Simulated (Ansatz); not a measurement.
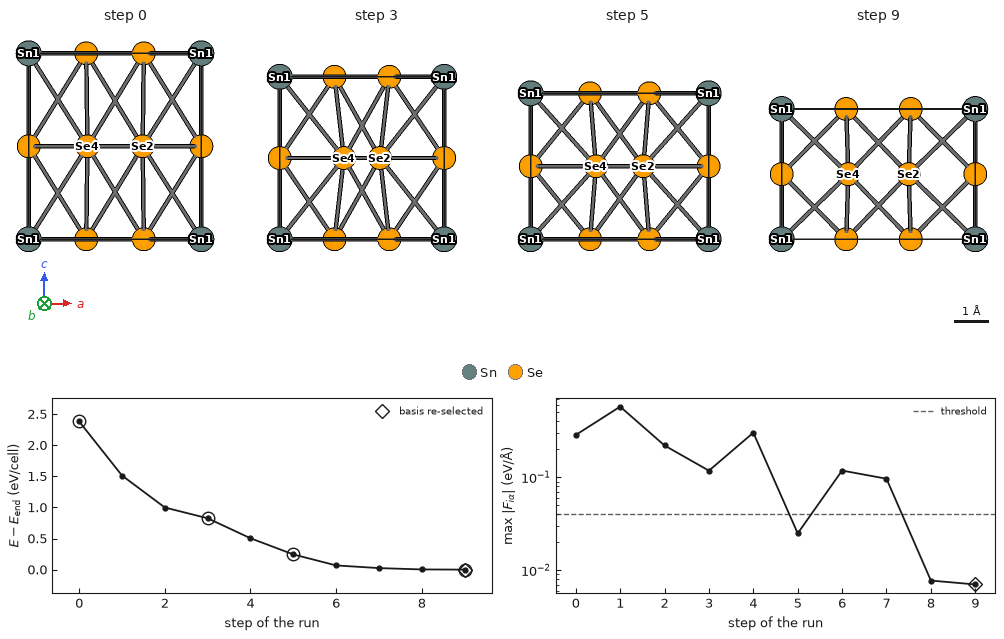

Frames of a relaxation of a crystal of SnSe5 (a generated structure, set up in P-62m) (coarse preliminary run), marked on the history of the run. Style: ball-and-stick. Shown: the cell of the calculation, along the b axis.

Computed with Ansatz 0.2.0, DFT PBE, scalar-relativistic, plane waves, PAW. Set-up: plane-wave cutoff 420 eV; k-point mesh 3 × 3 × 4; occupations gaussian; smearing width 0.1 eV; no spin polarisation; cell and atoms relaxed; force threshold 0.04 eV/Å; at most 70 steps.

### Describe the path.

The energy falls by 2.381 eV per cell of the calculation in 8 accepted moves (9 points after the start). The largest force component goes from 0.29 to 0.007 eV/Å. Pressure: −8.02 GPa at the start and −0.08 GPa at the end. At 1 point the geometry stayed and the basis and grid were re-selected for the new cell (energy shift of 2.9 meV per cell of the calculation at most each time). The largest moves relative to the cell, 0.027 Å, are those of Se atoms. Sn stays in place. The drawn cell changes as follows: a = b 5.880 → 6.593 Å (+12.1 %), c 5.484 → 3.842 Å (−29.9 %); the volume changes by −11.9 %. Among the contacts that change: Se–Se 3.463 → 3.930 Å, Se–Se 3.359 → 2.893 Å, Se–Sn 3.394 → 2.973 Å, Se–Se 3.395 → 3.807 Å. The space group stays P-62m (No. 189). From step 0 to 3: Se atoms move most (0.28 Å), volume −20.7 %, energy −1.556 eV per cell of the calculation. From step 3 to 5: Se atoms move most (0.14 Å), volume +5.2 %, energy −0.581 eV per cell of the calculation. From step 5 to 9: Se atoms move most (0.15 Å), volume +5.6 %, energy −0.244 eV per cell of the calculation.

Limits of the set-up: layers or molecules are held without a dispersion correction, so their spacing is unreliable.
